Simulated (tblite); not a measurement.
# Geometry relaxation of C4H8FO (part 2 of 2)

C4H8FO, multiplicity 2; GFN2-xTB geometry optimisation, gas phase (tblite 0.8.0). It belongs to a series of runs on one base structure; here: H removed from sp3 C.

Geometry of the input (Å):
```
C  2.0203  -0.2191  0.3675
O  0.7954  -0.3942  1.0345
C  -0.2376  0.1609  0.3113
C  -1.2801  -0.8554  -0.0496
C  -0.9561  1.2118  1.1756
F  -0.8126  2.4039  0.4750
H  1.9422  -0.7070  -0.6207
H  2.2860  0.8569  0.2819
H  2.7902  -0.6982  1.0182
H  0.1817  0.5964  -0.6032
H  -2.2189  -0.6463  0.5194
H  -1.5122  -0.7456  -1.1261
H  -0.9704  -1.9001  0.2114
H  -2.0286  0.9356  1.2628
```

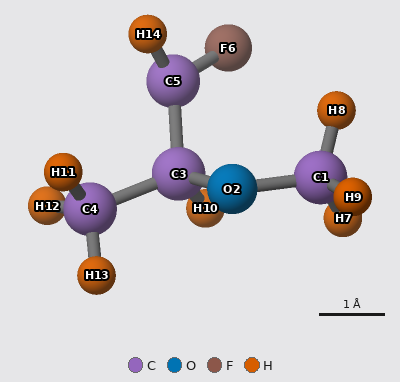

The geometry at step 111 of the log (ball-and-stick view, seen at a tilt; atoms are numbered from 1 in the order of the input).

Trajectory as extended XYZ, continued:
```
14
Properties=species:S:1:pos:R:3:forces:R:3 step=74 energy=-580.97529
C     1.9645   -0.1009    0.5933   -0.0450  -0.0040  -0.0030
O     0.6419   -0.4430    0.9269    0.0200  -0.0860  -0.1360
C    -0.3773    0.0789    0.0470    0.0290   0.0030   0.0110
C    -1.4410   -0.9982   -0.1598    0.0150  -0.0380   0.0480
C    -0.9581    1.2851    0.6833   -0.0180   0.0040  -0.0160
F    -0.3093    2.4503    0.4845   -0.0380   0.0010   0.0510
H     2.2702   -0.5574   -0.3608   -0.0700   0.0750   0.0820
H     2.1095    0.9868    0.5321   -0.0300  -0.1120   0.0350
H     2.5828   -0.5042    1.3962   -0.0110   0.0570  -0.0460
H     0.0851    0.3645   -0.9069   -0.0150  -0.0540  -0.0370
H    -1.8234   -1.3071    0.8099   -0.0550   0.0560  -0.0290
H    -2.2580   -0.6212   -0.7764    0.1490  -0.0240   0.1160
H    -1.0037   -1.8725   -0.6353    0.0270   0.0520  -0.0410
H    -1.4838    1.2386    1.6236    0.0400   0.0710  -0.0350
14
Properties=species:S:1:pos:R:3:forces:R:3 step=83 energy=-581.00873
C     1.9443   -0.0523    0.6355    0.0350   0.0180   0.0140
O     0.6583   -0.5808    0.8148   -0.0300  -0.0080   0.0070
C    -0.3612    0.0183   -0.0014    0.0170  -0.0370   0.0150
C    -1.4767   -1.0133   -0.1196   -0.0520  -0.0200   0.0220
C    -0.8663    1.2664    0.6179    0.0210  -0.0080   0.0230
F    -0.1925    2.4101    0.3865    0.0100  -0.0110  -0.0290
H     2.2778   -0.1739   -0.4027    0.0280  -0.0030   0.0000
H     1.9956    1.0105    0.8970    0.0090  -0.0090   0.0270
H     2.5961   -0.6207    1.2990   -0.0060   0.0470  -0.0330
H     0.0636    0.2450   -0.9907    0.0110   0.0270  -0.0110
H    -1.8094   -1.2913    0.8766   -0.0190   0.0050  -0.0190
H    -2.3094   -0.6005   -0.6790   -0.0400  -0.0070  -0.0240
H    -1.1063   -1.9031   -0.6207    0.0040   0.0200   0.0070
H    -1.4144    1.2851    1.5446    0.0130  -0.0130   0.0020
14
Properties=species:S:1:pos:R:3:forces:R:3 step=93 energy=-581.01418
C     1.9334   -0.0213    0.6559    0.0130  -0.0030  -0.0030
O     0.6707   -0.6247    0.7715    0.0110  -0.0130  -0.0110
C    -0.3607   -0.0144   -0.0189    0.0020   0.0060  -0.0020
C    -1.5024   -1.0224   -0.1061    0.0150  -0.0010  -0.0080
C    -0.8210    1.2529    0.5950    0.0040  -0.0130   0.0020
F    -0.1263    2.3754    0.3247   -0.0190   0.0030  -0.0140
H     2.2569    0.0261   -0.3915   -0.0020  -0.0150  -0.0020
H     1.9494    0.9917    1.0713   -0.0070   0.0090   0.0160
H     2.6222   -0.6490    1.2193   -0.0160   0.0060   0.0030
H     0.0444    0.1977   -1.0215    0.0050   0.0110  -0.0040
H    -1.8491   -1.2701    0.8922   -0.0030   0.0240   0.0200
H    -2.3235   -0.6115   -0.6841   -0.0190   0.0180  -0.0080
H    -1.1458   -1.9303   -0.5815    0.0100  -0.0330  -0.0090
H    -1.3489    1.2994    1.5316    0.0070   0.0020   0.0220
14
Properties=species:S:1:pos:R:3:forces:R:3 step=102 energy=-581.01636
C     1.9322   -0.0186    0.6623   -0.0010  -0.0120  -0.0160
O     0.6812   -0.6525    0.7322    0.0010  -0.0130   0.0020
C    -0.3546   -0.0218   -0.0342   -0.0120   0.0290   0.0260
C    -1.5063   -1.0209   -0.1045    0.0030   0.0100  -0.0010
C    -0.8022    1.2392    0.6010   -0.0010   0.0240   0.0070
F    -0.1543    2.3775    0.2843   -0.0250  -0.0140  -0.0040
H     2.2632    0.0865   -0.3777    0.0160   0.0050  -0.0230
H     1.9219    0.9723    1.1288    0.0030  -0.0030   0.0120
H     2.6266   -0.6628    1.1986   -0.0020   0.0130   0.0160
H     0.0359    0.2089   -1.0395   -0.0070  -0.0430   0.0120
H    -1.8606   -1.2277    0.9012   -0.0140   0.0010  -0.0100
H    -2.3182   -0.6178   -0.7008   -0.0230   0.0150  -0.0050
H    -1.1612   -1.9503   -0.5460    0.0330  -0.0040  -0.0110
H    -1.3040    1.2875    1.5525    0.0300  -0.0080  -0.0070
14
Properties=species:S:1:pos:R:3:forces:R:3 step=111 energy=-581.01876
C     1.9321   -0.0211    0.6610   -0.0170  -0.0150   0.0060
O     0.6834   -0.6623    0.7180    0.0010  -0.0090  -0.0040
C    -0.3554   -0.0190   -0.0333    0.0000   0.0130   0.0090
C    -1.5089   -1.0169   -0.1106   -0.0050  -0.0070  -0.0010
C    -0.7954    1.2348    0.6199    0.0000   0.0190   0.0060
F    -0.2216    2.3960    0.2488   -0.0150  -0.0420  -0.0060
H     2.2712    0.0997   -0.3748   -0.0110   0.0100  -0.0180
H     1.9133    0.9615    1.1442    0.0050   0.0140  -0.0040
H     2.6259   -0.6689    1.1925    0.0130  -0.0040   0.0240
H     0.0259    0.2118   -1.0409    0.0050   0.0170   0.0010
H    -1.9055   -1.1894    0.8854    0.0030  -0.0140   0.0010
H    -2.2985   -0.6367   -0.7516    0.0110   0.0130   0.0000
H    -1.1400   -1.9582   -0.5065   -0.0080  -0.0050  -0.0050
H    -1.2273    1.2681    1.6057    0.0190   0.0110  -0.0090
14
Properties=species:S:1:pos:R:3:forces:R:3 step=120 energy=-581.02100
C     1.9273   -0.0263    0.6690    0.0010  -0.0080   0.0080
O     0.6818   -0.6754    0.7183    0.0030  -0.0020   0.0010
C    -0.3521   -0.0226   -0.0281   -0.0020   0.0160   0.0020
C    -1.5111   -1.0141   -0.1242   -0.0150  -0.0080   0.0000
C    -0.7834    1.2278    0.6377   -0.0220   0.0350   0.0450
F    -0.2853    2.4006    0.2002   -0.0120  -0.0360  -0.0030
H     2.2935    0.0503   -0.3628   -0.0040   0.0040   0.0130
H     1.8860    0.9781    1.1045   -0.0010   0.0020  -0.0070
H     2.6113   -0.6390    1.2532    0.0000  -0.0090  -0.0100
H     0.0278    0.2221   -1.0323    0.0130   0.0060  -0.0170
H    -1.8937   -1.2211    0.8708   -0.0020  -0.0030  -0.0040
H    -2.3064   -0.6066   -0.7414    0.0060   0.0140   0.0150
H    -1.1565   -1.9427   -0.5609    0.0170  -0.0070   0.0020
H    -1.1399    1.2684    1.6540    0.0190  -0.0040  -0.0450
14
Properties=species:S:1:pos:R:3:forces:R:3 step=130 energy=-581.02138
C     1.9252   -0.0287    0.6747    0.0030   0.0020  -0.0010
O     0.6826   -0.6844    0.7069    0.0000  -0.0020   0.0020
C    -0.3508   -0.0230   -0.0307    0.0000  -0.0040  -0.0040
C    -1.5129   -1.0127   -0.1279    0.0040   0.0020   0.0070
C    -0.7751    1.2244    0.6444   -0.0120   0.0080   0.0030
F    -0.3274    2.4020    0.1704    0.0000   0.0070  -0.0110
H     2.3026    0.0577   -0.3521   -0.0090  -0.0030   0.0010
H     1.8733    0.9736    1.1144    0.0020  -0.0070   0.0050
H     2.6057   -0.6426    1.2609    0.0070  -0.0030  -0.0010
H     0.0244    0.2277   -1.0358    0.0050   0.0000  -0.0060
H    -1.8960   -1.2193    0.8667    0.0020  -0.0050   0.0050
H    -2.3073   -0.6011   -0.7429    0.0030   0.0030  -0.0010
H    -1.1579   -1.9416   -0.5642    0.0010   0.0030  -0.0050
H    -1.0871    1.2674    1.6732   -0.0040   0.0000   0.0060
14
Properties=species:S:1:pos:R:3:forces:R:3 step=139 energy=-581.02201
C     1.9256   -0.0345    0.6849   -0.0010   0.0020  -0.0020
O     0.6828   -0.6904    0.7069    0.0020  -0.0020   0.0030
C    -0.3466   -0.0234   -0.0290    0.0000  -0.0030  -0.0010
C    -1.5113   -1.0119   -0.1266   -0.0030   0.0040   0.0020
C    -0.7676    1.2276    0.6412   -0.0040   0.0060  -0.0010
F    -0.3814    2.4064    0.1185   -0.0010  -0.0060   0.0000
H     2.2927    0.0846   -0.3421   -0.0010   0.0010  -0.0030
H     1.8771    0.9528    1.1575    0.0010   0.0010   0.0010
H     2.6125   -0.6668    1.2439   -0.0030  -0.0030   0.0010
H     0.0274    0.2252   -1.0356    0.0010  -0.0010   0.0020
H    -1.8820   -1.2338    0.8697    0.0060   0.0000  -0.0020
H    -2.3130   -0.5902   -0.7253    0.0020   0.0000  -0.0010
H    -1.1618   -1.9335   -0.5823   -0.0010   0.0030   0.0020
H    -1.0552    1.2875    1.6760    0.0000  -0.0020  -0.0010
```

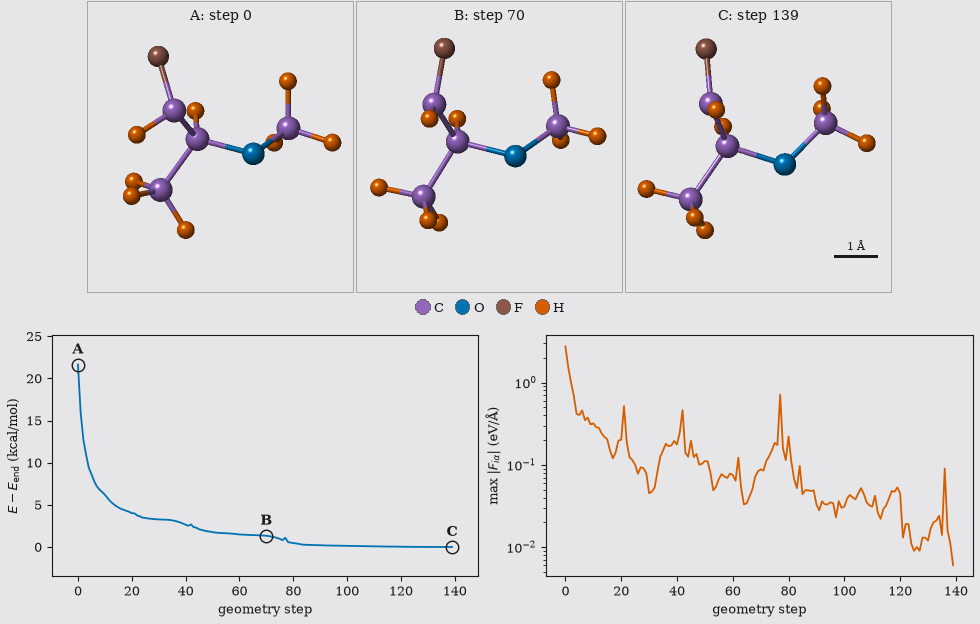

Frames of the relaxation (ball-and-stick view, seen at a tilt) above the curves, on which the letters mark them (steps are counted from 0).

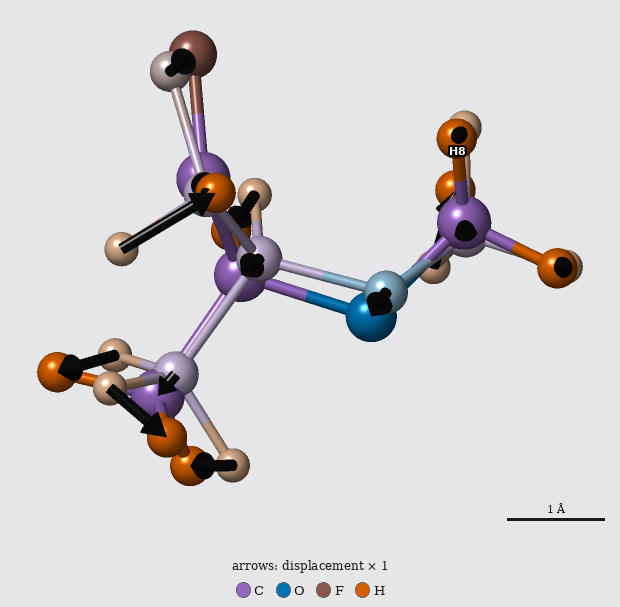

Start (faint) and end (solid) with the displacements as black arrows, at true length (ball-and-stick view, seen at a tilt). The two geometries are laid on each other by the best rigid fit. After 139 geometry steps the energy has fallen by 21.6 kcal/mol. The largest force component goes from 2.8 to 0.006 eV/Å. The largest move after the best rigid fit is that of H14, 1.15 Å. Largest moves by element: H 1.15 Å, F 0.59 Å, C 0.58 Å, O 0.44 Å. Among the contacts that change: C3–C5 1.539 → 1.480 Å, O2–C3 1.378 → 1.430 Å, C5–F6 1.390 → 1.346 Å, C5–H14 1.111 → 1.076 Å. Among the angles that change: C3–C5–H14 109.0° → 124.0°, C3–C5–F6 104.7° → 118.9°, O2–C3–C4 112.0° → 106.2°. (Atoms are counted from 1 in the order of the input.)
